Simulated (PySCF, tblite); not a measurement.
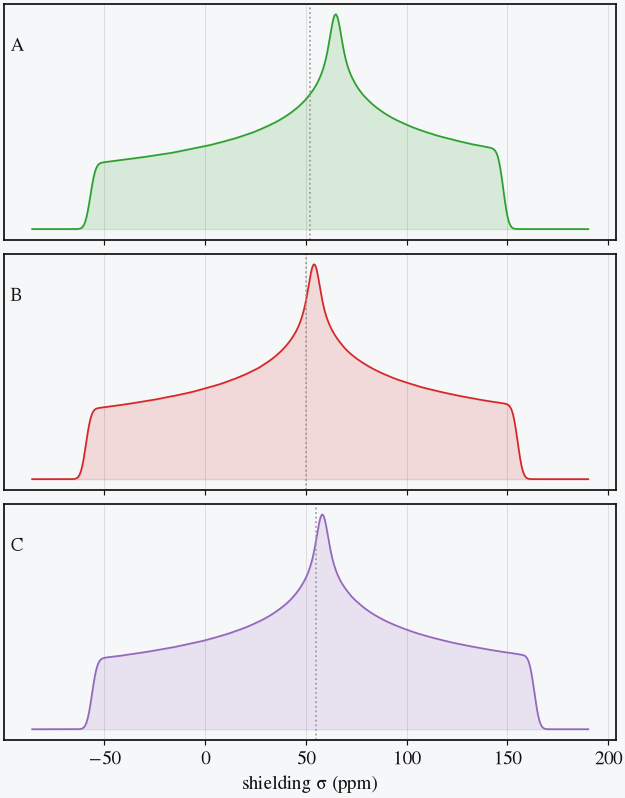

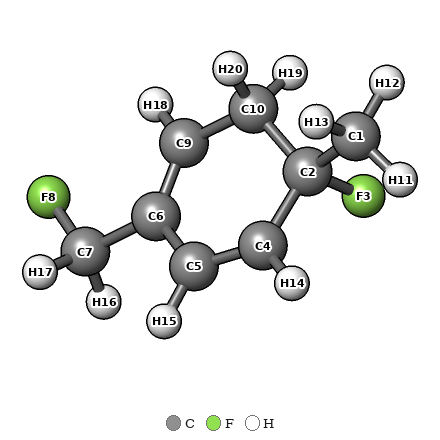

Static powder patterns (¹³C) from GIAO shielding tensors of C₈H₁₀F₂, SMILES C[C@@]1(F)C=CC(CF)=CC1, PBE0/pcSseg-1 with PySCF, at a GFN2-xTB geometry (a minimum by its frequencies); absolute shielding, one fixed geometry of the isolated molecule without any motion, no dipolar terms. The dotted line is the isotropic value; skew is 3(σiso − σ22)/span.

### The patterns belong to C4, C6 and C5, from the top. Give the principal values, span and skew.

C4: σ11, σ22, σ33 = −57, 65, 148 ppm, isotropic 52, span 205 ppm, skew −0.19; C6: σ11, σ22, σ33 = −59, 54, 155 ppm, isotropic 50, span 214 ppm, skew −0.06; C5: σ11, σ22, σ33 = −56, 58, 163 ppm, isotropic 55, span 220 ppm, skew −0.04.

Note: the tight-binding geometry is rougher than a DFT one and adds to the error; one conformer of a flexible molecule.
